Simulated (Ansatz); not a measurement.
# B3LYP/6-31G(d) (spherical functions) run of C2H5AlO (SMILES [CH3][Al]1[CH2][O]1)

Aim: the energy change on altering one bond length of C2H5AlO at B3LYP/6-31G* (spherical functions), from 2 runs. 

The calculation is run with Ansatz 0.2.0.

82 further runs of the same task are left out: 82 set aside as unsound or not needed.

### Step 1. The structure to begin with

C2H5AlO: 9 atoms, total charge 0, spin state singlet. As SMILES, `[CH3][Al]1[CH2][O]1`. The coordinates come from a PBE0-D4/def2-TZVP relaxation.

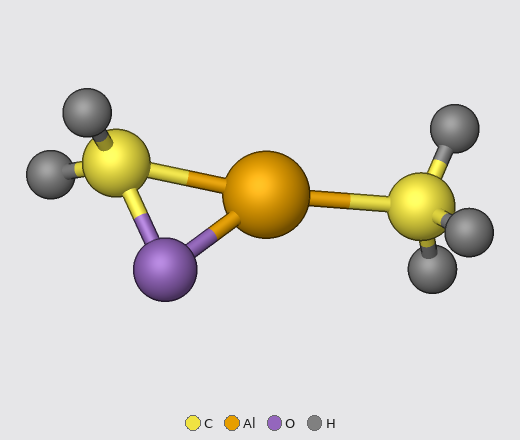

Viewed from a chosen angle; carbon yellow, aluminium amber, oxygen purple, hydrogen grey.

### Step 2. A single-point energy at B3LYP/6-31G(d) (spherical functions)

molecule.yaml

```yaml
crystal:
  periodic: [false, false, false]
  atoms:
    - {symbol: C, position_ang: [-0.670900, 1.320200, -1.081500]}
    - {symbol: Al, position_ang: [0.051300, -0.076700, 0.044200]}
    - {symbol: C, position_ang: [0.678700, -1.280200, 1.349300]}
    - {symbol: O, position_ang: [0.789300, -1.609500, -0.097900]}
    - {symbol: H, position_ang: [0.039700, 1.575000, -1.872100]}
    - {symbol: H, position_ang: [-0.900200, 2.226000, -0.517500]}
    - {symbol: H, position_ang: [-1.591200, 0.976800, -1.562100]}
    - {symbol: H, position_ang: [0.038500, -1.980500, 1.887700]}
    - {symbol: H, position_ang: [1.653200, -1.197400, 1.832800]}
basis:
  gaussian: {orbitals: 6-31G_st_-spherical.json}
hamiltonian: {xc: {name: B3LYP}}
accuracy: high
output: {orbitals: {seedname: orbitals}}
```

The basis set 6-31G* is read from a file made from the Basis Set Exchange's data (not shown).

On the command line:

```sh
$ ansatz run molecule.yaml --threads 1 --pin off --max-ram 3480MiB --events-out events.jsonl --progress --plain --runs-dir runs
```

Log:

```text
Warning: RAYON_NUM_THREADS=1 ignored (pool sized by the plan → 1); use --threads N
Functional definition: B3LYP
  name "B3LYP"
  parameter a0 = 0.2
  parameter ax = 0.72
  parameter ac = 0.81
  exchange = (1 - a0 - ax)*slater_x + ax*b88_x + a0*exact_x
  correlation = (1 - ac)*vwn_rpa_c + ac*lyp_c
1640 factors; integrals over basis functions are off by at most 8.4e-9 eV
mean field evaluation 1: about -10787.4344 eV, gradient 7.0e1 eV
mean field evaluation 2: about -10734.9004 eV, gradient 1.6e2 eV
mean field evaluation 4: about -10798.5193 eV, gradient 7.9e0 eV
mean field evaluation 8: about -10798.8331 eV, gradient 1.4e0 eV
mean field evaluation 16: about -10798.8380 eV, gradient 1.1e-4 eV
mean field -10798.83801554 eV, -396.8499773557 hartree, gradient 5.7e-9 eV, S^2 0.000000; 0 other end points of the search recorded, 0 dependent functions left out
reference -10798.83805669 eV, -396.8499788681 hartree; 19, 19 occupied and 51, 51 virtual orbitals, 1640 factors
Total energy: -10798.83805669 eV, -396.8499788681 hartree
```

Wall time 6 s (1 thread of Arm Neoverse V2, shared host); peak memory 0.21 GiB.

### Step 3. The distorted shape, same level

run.yaml

```yaml
crystal:
  periodic: [false, false, false]
  atoms:
    - {symbol: C, position_ang: [-0.556249, 0.867297, -1.363502]}
    - {symbol: Al, position_ang: [0.165951, -0.529603, -0.237802]}
    - {symbol: C, position_ang: [0.793351, -1.733103, 1.067298]}
    - {symbol: O, position_ang: [0.903951, -2.062403, -0.379902]}
    - {symbol: H, position_ang: [0.154351, 1.122097, -2.154102]}
    - {symbol: H, position_ang: [-0.900200, 2.226000, -0.517500]}
    - {symbol: H, position_ang: [-1.476549, 0.523897, -1.844102]}
    - {symbol: H, position_ang: [0.153151, -2.433403, 1.605698]}
    - {symbol: H, position_ang: [1.767851, -1.650303, 1.550798]}
basis:
  gaussian:
    orbitals: 6-31G_st_-spherical.json
hamiltonian:
  xc: {name: B3LYP}
accuracy: high
output:
  orbitals: {seedname: orbitals}
```

The basis set 6-31G* is read from a file made from the Basis Set Exchange's data (not shown).

On the command line:

```sh
$ ansatz run run.yaml --threads 1 --pin off --max-ram 3480MiB --events-out events.jsonl --progress --plain --runs-dir runs
```

Log, cut to the lines that bear on the results:

```text
Warning: RAYON_NUM_THREADS=1 ignored (pool sized by the plan → 1); use --threads N
[... 7 set-up lines as earlier in the session ...]
1640 factors; integrals over basis functions are off by at most 8.5e-9 eV
mean field evaluation 1: about -10785.2164 eV, gradient 6.9e1 eV
mean field evaluation 2: about -10723.9671 eV, gradient 1.6e2 eV
mean field evaluation 4: about -10796.2978 eV, gradient 1.2e1 eV
mean field evaluation 8: about -10796.8114 eV, gradient 1.6e0 eV
mean field evaluation 16: about -10796.8191 eV, gradient 1.7e-4 eV
mean field -10796.81906087 eV, -396.7757821400 hartree, gradient 9.9e-8 eV, S^2 0.000000; 0 other end points of the search recorded, 0 dependent functions left out
reference -10796.81910320 eV, -396.7757836959 hartree; 19, 19 occupied and 51, 51 virtual orbitals, 1640 factors
Total energy: -10796.81910320 eV, -396.7757836959 hartree
```

It took 6.3 s on 1 thread of Arm Neoverse V2, shared host; peak memory 0.21 GiB.

### Step 4. Results

Level: B3LYP/6-31G* (spherical functions).

| quantity | value |
| --- | --- |
| first shape: total energy | -396.84998 Eh |
| first shape: HOMO energy | -5.79 eV |
| first shape: LUMO energy | -0.60 eV |
| first shape: HOMO–LUMO gap | 5.19 eV |
| distorted shape: total energy | -396.77578 Eh |
| distorted shape: HOMO energy | -5.84 eV |
| distorted shape: LUMO energy | -1.21 eV |
| distorted shape: HOMO–LUMO gap | 4.63 eV |
| energy change with the C1–H6 bond stretched from 1.091 to 1.637 Å | 2.019 eV |

**Reading.** With the C1–H6 bond stretched from 1.091 to 1.637 Å the energy rises by 2.02 eV (47 kcal/mol). The first shape isn't relaxed at this level, so the change isn't measured from a minimum.
